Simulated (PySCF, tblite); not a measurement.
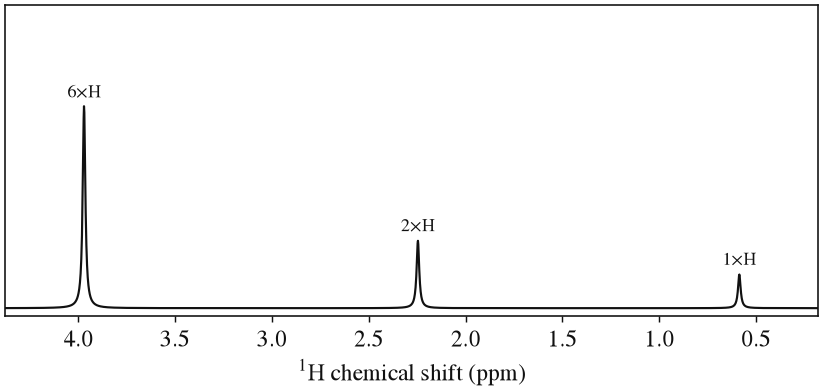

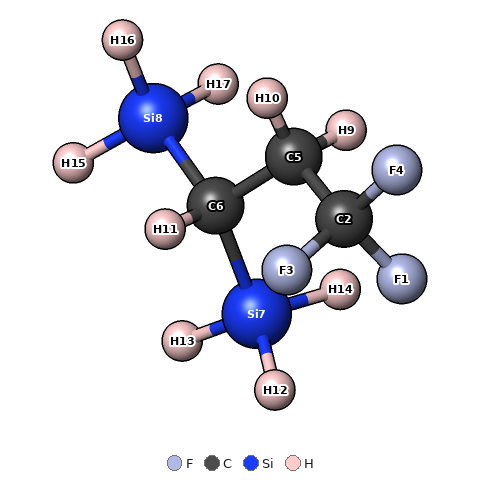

Spectrum and numbered structure of C₃H₉F₃Si₂, SMILES FC(F)(F)CC([SiH3])[SiH3]. GIAO shifts, PBE0/pcSseg-1 with PySCF 2.14.0, at a GFN2-xTB geometry (a minimum by its frequencies), against TMS for ¹H computed at the same level. Gas phase, fully decoupled, line heights follow the number of nuclei, widths are arbitrary (no quadrupolar broadening); values of one conformer, averaged over nuclei that symmetry or rotation about single bonds exchange, these motions taken as fast; other conformers aren't averaged in.

Q: Which ¹H nuclei are the least shielded, and which the most?

A: Least shielded: H12, H13, H14, H15, H16 and H17 at 3.97 ppm. Most shielded: H11 at 0.59 ppm.

Note: the tight-binding geometry is rougher than a DFT one and adds to the error.
